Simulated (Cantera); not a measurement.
A closed system holds: 1 mol Ta, 1.9 mol O2, 140 mol H2, at 1 atm.

These are equilibrium values from Cantera (NASA tables, ideal gas, pure condensed phases), not measurements of a reactor. Candidate condensed phases: H2O, Ta, Ta2O5; 12 gas species. Kinetics and transport are ignored.

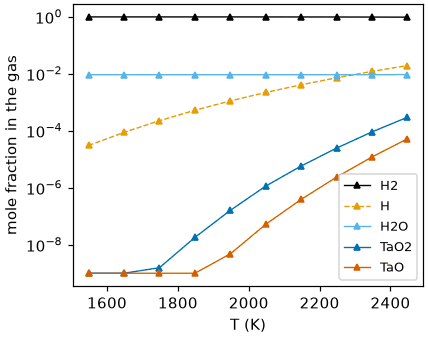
Equilibrium gas composition (values under 1e-9 drawn at 1e-9)

From 1548 K to 2048 K the condensed part is Ta2O5(s). From 2148 K to 2448 K the condensed part is Ta2O5(l).
